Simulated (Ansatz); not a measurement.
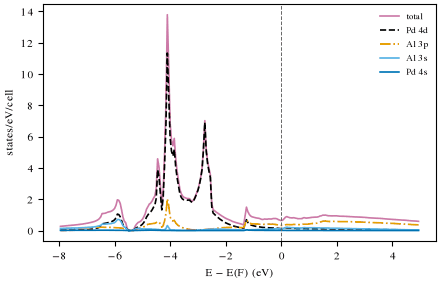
Figure. Total and projected density of states of AlPd (rock salt, Fm-3m), the program Ansatz at the PBE level (PAW)

Which orbitals carry the states next to the Fermi level?

Within 0.5 eV of the Fermi level: Al 3p 49 %, Pd 4d 20 %, Al 3s 18 %, outside the projected shells 11 %. Projections are on Löwdin-orthogonalised atomic valence shells; empty p or d shells of many metals are not among them.

Where is the tallest occupied peak in this window, and what makes it?

Near -4.1 eV, about 14 states/eV per cell; the largest projected share is Pd 4d.

The start of the workflow was typed in or built on a structure type; neither database checked (COD, Materials Project) lists it. Whether it is the stable phase at ambient conditions was not checked. Symmetry was held in the PBE relaxation; its stability against distortions is not shown here. No spin polarisation was allowed. Scalar-relativistic: spin–orbit coupling is off unless named, which matters more the heavier the elements.

Potentials: the earlier of the program's two PAW sets.
